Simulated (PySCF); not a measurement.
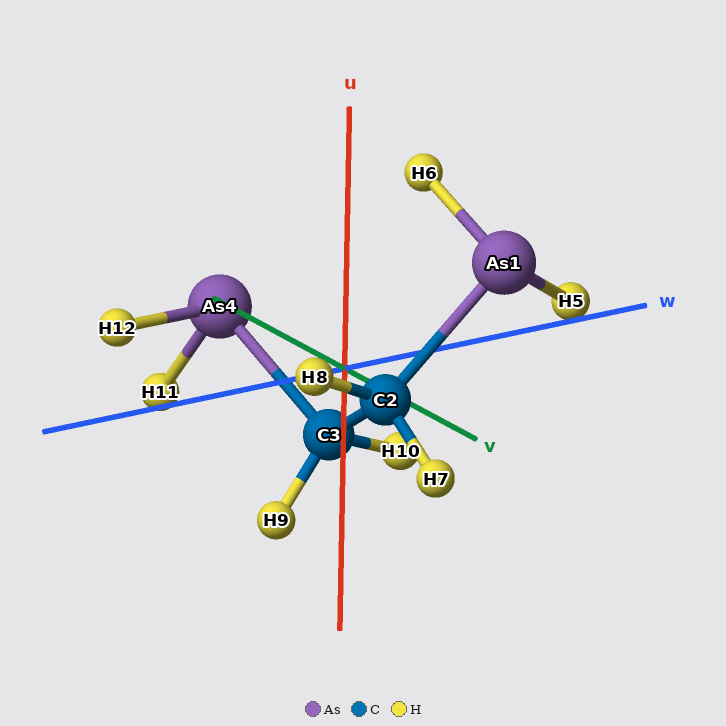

The lines u, v and w are the principal axes of the static dipole polarisability. Computed geometry: PBE0-D3(BJ)/def2-SVP optimisation. No frequency run is at hand to confirm it as a minimum. Method: B3LYP/def2-SVPD (PySCF 2.14.0).

> Along which axis is the molecule most polarisable, and along which least?

Most along w (close to the long direction As1···As4), least along v.

> Give the three principal values.

u 85.5, v 78.7, w 107.7 bohr³; mean 90.6, anisotropy 26.3 bohr³.
